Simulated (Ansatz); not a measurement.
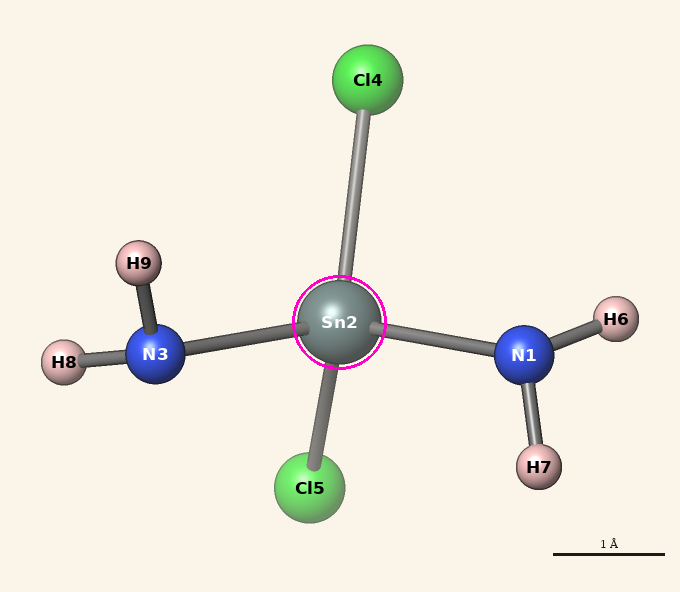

Orthographic view. Distant atoms are faded towards the background colour. The geometry was computed by an optimisation with PBE-D4/def2-SVP. No frequency run is at hand to confirm it as a minimum.

> Which atoms are bonded to the circled atom?

The circled atom is Sn2; it is bonded to N1, N3, Cl4, Cl5.

> Which two atoms are farthest apart in space?

H6 and H8, 5.01 Å.

> Which atom is nearest the viewer?

H9, 1.3 Å in front of the mean position.

> Which atom is farthest from the viewer?

Cl5, 2.3 Å behind the mean position.
